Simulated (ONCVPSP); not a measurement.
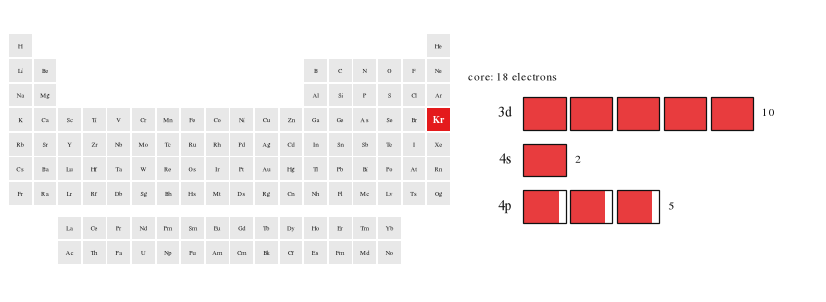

Fig. 1: Left, the place of krypton in the periodic table; right, the valence shells of the reference configuration: a box for each of the 2l + 1 orbitals, shaded by the share of the shell that is filled, with the electron count at the right.

**Pseudopotential generation, with input and output: Kr**

- system: krypton (Kr, Z = 36), core [Ar], reference valence 3d10 4s2 4p5 (an ion of charge +1), valence charge 18.
- method: ONCV potential, revPBE, scalar-relativistic, made with ONCVPSP 4.0.1

Outcome:

| quantity | value |
| --- | --- |
| outcome | ended with an error |
| hardware | 1 CPU thread, shared host |

What went wrong:

The generator stopped with the message “optimize: ERROR ps0norm > uunorm, code will stop”. In words: the continuity conditions at rc already need more norm inside rc than the all-electron wave has, so norm conservation cannot be met. It was at work on the s channel when it stopped.

Input:
```
# ATOM AND REFERENCE CONFIGURATION
# atsym  z   nc   nv     iexc    psfile
  Kr 36.00    5    3  -102130      upf
#
#   n    l    f
    1    0    2.00
    2    0    2.00
    2    1    6.00
    3    0    2.00
    3    1    6.00
    3    2   10.00
    4    0    2.00
    4    1    5.00
#
# PSEUDOPOTENTIAL AND OPTIMIZATION
# lmax
    3
#
#   l,   rc,      ep,       ncon, nbas, qcut
    0    1.00    0.00    4    8    5.50
    1    1.50    0.00    3    6    5.80
    2    1.00    0.00    4    8   12.40
    3    1.25    0.31    4    8   10.30
#
# LOCAL POTENTIAL
# lloc, lpopt,  rc(5),   dvloc0
    0    5    1.00    0.00
#
# VANDERBILT-KLEINMAN-BYLANDER PROJECTORs
# l, nproj, debl
    0    0    1.60
    1    2    2.70
    2    2    0.90
    3    1    2.30
#
# MODEL CORE CHARGE
# icmod, fcfact, rcfact
    3    1.75    1.45
#
# LOG DERIVATIVE ANALYSIS
# epsh1, epsh2, depsh
   -5.00    5.00    0.04
#
# OUTPUT GRID
# rlmax, drl
    6.00    0.01
#
# TEST CONFIGURATIONS
# ncnf
    4
# nvcnf
#   n    l    f
    3
    3    2   10.00
    4    0    2.00
    4    1    6.00
#
    3
    3    2   10.00
    4    0    2.00
    4    1    4.00
#
    3
    3    2   10.00
    4    0    2.00
    4    1    3.00
#
    3
    3    2   10.00
    4    0    2.00
    4    1    5.50
#
```

Command:
```bash
oncvpsp.x < Kr.dat > Kr.out
```

The program's output (extracts):
```
ONCVPSP  (Optimized Norm-Conservinng Vanderbilt PSeudopotential)
scalar-relativistic version 4.0.1

#   n    l    f        energy (Ha)
    1    0    2.00    -5.2079429E+02
    2    0    2.00    -6.8962706E+01
    2    1    6.00    -6.1015777E+01
    3    0    2.00    -1.0140701E+01
    3    1    6.00    -7.6102664E+00
    3    2   10.00    -3.4262703E+00
    4    0    2.00    -1.2470313E+00
    4    1    5.00    -7.1709627E-01

Reference configufation results
  iterations    24
  all-electron total energy (Ha)   -2.78991942D+03

Begin loop to  construct optimized pseudo wave functions
and semi-local pseudopoentials for all angular momenta

Calculating optimized projector #   1

 for l=   0

    Fraction of norm inside rc  0.132161
    Optimizing pswf for qcut=   5.52 a_B^-1,  ecut=  15.22 Ha

optimize: ERROR ps0norm > uunorm, code will stop
```

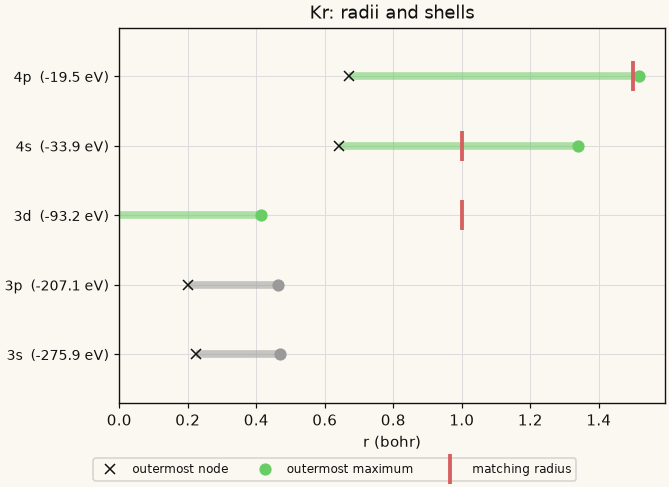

Fig. 2: Outer shells of the all-electron reference atom: each bar runs from the outermost node (or the nucleus) to the outermost maximum of u(r); the tick is the radius chosen for the pseudo-wave. Shells without a tick have no pseudo-wave of their own. Levels, nodes and maxima are from ld1.x, scalar-relativistic.

- Radii against the shells: 3d: 1.00 bohr, outside the maximum; 4s: 1.00 bohr, between node and maximum; 4p: 1.50 bohr, between node and maximum.
